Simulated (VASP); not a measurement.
Here is the system:

```xyz
4
Lattice="3.4868 0.0000 0.0000 0.0000 3.4868 0.0000 0.0000 0.0000 3.4868" Properties=species:S:1:pos:R:3 pbc="T T T"
Si     0.0000     0.0000     0.0000
Ni     0.0000     1.7434     1.7434
Ni     1.7434     0.0000     1.7434
Ni     1.7434     1.7434     0.0000
```

Computed with optB86b-vdW, VASP's PBE PAW potentials (set 64) (plane waves; VASP). Settings: 520 eV cut-off, 10×10×10 Γ-centred mesh, tetrahedra with Blöchl corrections, potentials Si Ni.

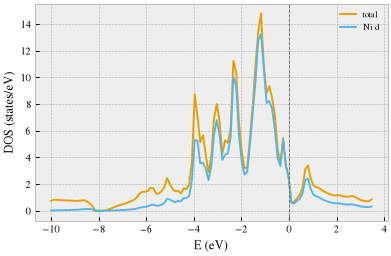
*Total and projected density of states, zero at the Fermi level*

Within 2 eV below the Fermi level the largest weight inside VASP's projection spheres is Ni d.

It has no gap at this level: it comes out as a metal or semimetal.

The compound is Ni3Si in the L1_2 structure. It was relaxed first. The run is not spin-polarised, so no magnetic state was tried.
